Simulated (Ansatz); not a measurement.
# SiAsNH6 (SMILES N[AsH][SiH3]) at PBE-QIDH/def2-SVP

What is the electronic atomisation energy of SiAsNH6 at PBE-QIDH/def2-SVP? 

The calculation is run with Ansatz 0.2.0.

72 further runs of the same task are left out: 72 set aside as unsound or not needed.

### Step 1. The system as given

SiAsNH6: 9 atoms, total charge 0, spin state singlet. SMILES: `N[AsH][SiH3]`. The shape is that of a PBE0-D4/def2-TZVP optimisation. This is one conformer, not always the lowest.

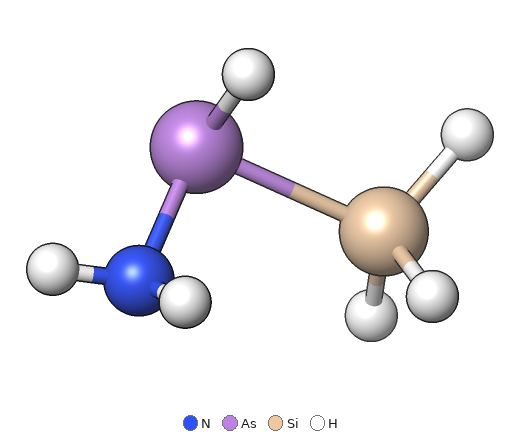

Viewed from a chosen angle; nitrogen blue, arsenic purple, silicon light orange, hydrogen white.

### Step 2. A single-point energy at PBE-QIDH/def2-SVP

Contents of molecule.yaml:

```yaml
crystal:
  periodic: [false, false, false]
  atoms:
    - {symbol: N, position_ang: [-1.101100, 0.719000, -1.145600]}
    - {symbol: As, position_ang: [0.735100, 0.438100, -0.988900]}
    - {symbol: Si, position_ang: [0.557300, -1.064700, 0.828600]}
    - {symbol: H, position_ang: [-1.303700, 1.291400, -1.954300]}
    - {symbol: H, position_ang: [-1.525300, 1.144300, -0.332300]}
    - {symbol: H, position_ang: [1.144100, 1.592600, -0.059800]}
    - {symbol: H, position_ang: [1.889500, -1.194000, 1.477900]}
    - {symbol: H, position_ang: [0.123900, -2.393300, 0.326700]}
    - {symbol: H, position_ang: [-0.431200, -0.579700, 1.830600]}
basis:
  gaussian: {orbitals: def2-SVP}
accuracy: high
hamiltonian: {xc: {name: PBE-QIDH}}
correlation: {frozen_orbitals: {As: 9, H: 0, "N": 1, Si: 5}}
output: {orbitals: {seedname: orbitals}}
```

On the command line:

```bash
ansatz run molecule.yaml --threads 1 --pin off --max-ram 3480MiB --events-out events.jsonl --progress --plain --runs-dir runs
```

The log of the run:

```text
Warning: RAYON_NUM_THREADS=1 ignored (pool sized by the plan → 1); use --threads N
Functional definition: PBE-QIDH
  name "PBE-QIDH"
  parameter a = 3^(-1/3)
  parameter c = 1/3
  exchange = (1 - a)*pbe_x + a*exact_x
  correlation = (1 - c)*pbe_c + c*(mp2_os + mp2_ss)
2062 factors; integrals over basis functions are off by at most 4.7e-9 eV
mean field evaluation 1: about -70262.8029 eV, gradient 3.2e1 eV
mean field evaluation 2: about -70262.8465 eV, gradient 3.2e1 eV
mean field evaluation 4: about -70265.1317 eV, gradient 2.1e0 eV
mean field evaluation 8: about -70265.1499 eV, gradient 1.2e-1 eV
mean field evaluation 16: about -70265.1500 eV, gradient 4.1e-5 eV
mean field -70265.14997284 eV, -2582.1966340725 hartree, gradient 7.5e-8 eV, S^2 0.000000; 0 other end points of the search recorded, 0 dependent functions left out
15 core orbitals not correlated: weight in the atoms' cores, before any rotation towards them, 1.000 or more for the frozen orbitals, at most 0.000 for the correlated occupied ones
reference -70265.14997388 eV, -2582.1966341107 hartree; 15, 15 occupied and 64, 64 virtual orbitals, 2062 factors
second order -15.81625269 eV of doubles, -0.00000000 eV of singles
Total energy: -70270.42205811 eV, -2582.3903796326 hartree
```

It took 4.2 s on 1 thread of AMD EPYC 9R45 (Zen 5), shared host; peak memory 0.36 GiB.

### Step 3. The As atom

Contents of run.yaml:

```yaml
crystal:
  periodic: [false, false, false]
  atoms:
    - {symbol: As, position_ang: [0.000000, 0.000000, 0.000000]}
basis:
  gaussian: {orbitals: def2-SVP}
magnetization: {spin_polarized: true, initial_magnetization: 3}
hamiltonian: {xc: {name: PBE-QIDH}}
correlation: {frozen_orbitals: {As: 9}}
accuracy: high
```

Run the same way, it converges to -2234.93511 Eh (log not shown).

### Step 4. The H atom, same level

Contents of input.yaml:

```yaml
crystal:
  periodic: [false, false, false]
  atoms:
    - {symbol: H, position_ang: [0.000000, 0.000000, 0.000000]}
basis:
  gaussian:
    orbitals: def2-SVP
magnetization:
  spin_polarized: true
  initial_magnetization: 1
hamiltonian:
  xc: {name: PBE-QIDH}
correlation:
  frozen_orbitals: {H: 0}
accuracy: high
```

On the command line:

```bash
ansatz run input.yaml --threads 1 --pin off --max-ram 3480MiB --events-out events.jsonl --progress --plain --runs-dir runs
```

The log of the run:

```text
Warning: RAYON_NUM_THREADS=1 ignored (pool sized by the plan → 1); use --threads N
Functional definition: PBE-QIDH
  name "PBE-QIDH"
  parameter a = 3^(-1/3)
  parameter c = 1/3
  exchange = (1 - a)*pbe_x + a*exact_x
  correlation = (1 - c)*pbe_c + c*(mp2_os + mp2_ss)
15 factors; integrals over basis functions are off by at most 8.9e-10 eV
mean field evaluation 1: about -13.6204 eV, gradient 1.2e0 eV
mean field evaluation 2: about -13.6204 eV, gradient 1.2e0 eV
mean field evaluation 4: about -13.6395 eV, gradient 2.9e-4 eV
mean field evaluation 8: about -13.6394 eV, gradient 2.1e-9 eV
mean field -13.63944455 eV, -0.5012403420 hartree, gradient 3.2e-9 eV, S^2 0.750000; 0 other end points of the search recorded, 0 dependent functions left out
reference -13.63944510 eV, -0.5012403623 hartree; 1, 0 occupied and 4, 5 virtual orbitals, 15 factors
second order 0.00000000 eV of doubles, -0.00000000 eV of singles
Total energy: -13.63944510 eV, -0.5012403623 hartree
```

Run time: 0.06 s. Hardware: 1 thread of AMD EPYC 9R45 (Zen 5), shared host.

### Step 5. The N atom, same level

Contents of in.yaml:

```yaml
crystal:
  periodic: [false, false, false]
  atoms:
    - symbol: "N"
      position_ang: [0.000000, 0.000000, 0.000000]
basis:
  gaussian:
    orbitals: def2-SVP
correlation:
  frozen_orbitals: {"N": 1}
hamiltonian:
  xc: {name: PBE-QIDH}
magnetization:
  spin_polarized: true
  initial_magnetization: 3
accuracy: high
```

Run the same way, it converges to -54.46675 Eh (log not shown).

### Step 6. The Si atom

Contents of input.yaml:

```yaml
crystal:
  periodic: [false, false, false]
  atoms:
    - {symbol: Si, position_ang: [0.000000, 0.000000, 0.000000]}
basis:
  gaussian: {orbitals: def2-SVP}
magnetization: {spin_polarized: true, initial_magnetization: 2}
hamiltonian: {xc: {name: PBE-QIDH}}
correlation: {frozen_orbitals: {Si: 5}}
accuracy: high
```

On the command line:

```bash
ansatz run input.yaml --threads 1 --pin off --max-ram 3480MiB --events-out events.jsonl --progress --plain --runs-dir runs
```

The log of the run:

```text
Warning: RAYON_NUM_THREADS=1 ignored (pool sized by the plan → 1); use --threads N
Functional definition: PBE-QIDH
  name "PBE-QIDH"
  parameter a = 3^(-1/3)
  parameter c = 1/3
  exchange = (1 - a)*pbe_x + a*exact_x
  correlation = (1 - c)*pbe_c + c*(mp2_os + mp2_ss)
134 factors; integrals over basis functions are off by at most 2.5e-9 eV
mean field evaluation 1: about -7865.0875 eV, gradient 2.8e0 eV
mean field evaluation 2: about -7865.0927 eV, gradient 2.8e0 eV
mean field evaluation 4: about -7865.1981 eV, gradient 7.4e-2 eV
mean field evaluation 8: about -7865.1980 eV, gradient 2.1e-3 eV
mean field evaluation 16: about -7865.1980 eV, gradient 2.6e-8 eV
mean field -7865.19799422 eV, -289.0406950649 hartree, gradient 2.6e-8 eV, S^2 2.006109; 0 other end points of the search recorded, 0 dependent functions left out
5 core orbitals not correlated: weight in the atoms' cores, before any rotation towards them, 1.000 or more for the frozen orbitals, at most 0.000 for the correlated occupied ones
reference -7865.19799477 eV, -289.0406950852 hartree; 3, 1 occupied and 10, 12 virtual orbitals, 134 factors
second order -1.38664346 eV of doubles, -0.00000000 eV of singles
Total energy: -7865.66020926 eV, -289.0576811543 hartree
```

It took 0.24 s on 1 thread of AMD EPYC 9R45 (Zen 5), shared host.

### Step 7. Summary of results

Level: PBE-QIDH/def2-SVP, 15 core orbitals frozen.

| quantity | value |
| --- | --- |
| molecule: total energy | -2582.39038 Eh |
| molecule: HOMO energy (SCF part's orbitals) | -8.78 eV |
| molecule: LUMO energy (SCF part's orbitals) | 1.77 eV |
| molecule: HOMO–LUMO gap (SCF part's orbitals) | 10.56 eV |
| As atom: total energy | -2234.93511 Eh |
| As atom: ⟨S²⟩ | 3.751 |
| H atom: total energy | -0.50124 Eh |
| H atom: ⟨S²⟩ | 0.750 |
| N atom: total energy | -54.46675 Eh |
| N atom: ⟨S²⟩ | 3.754 |
| Si atom: total energy | -289.05768 Eh |
| Si atom: ⟨S²⟩ | 2.006 |
| electronic atomisation energy | 25.127 eV |

**Reading.** Taking the molecule apart into free atoms costs 25.13 eV (579 kcal/mol), before zero-point energy and without spin-orbit coupling.
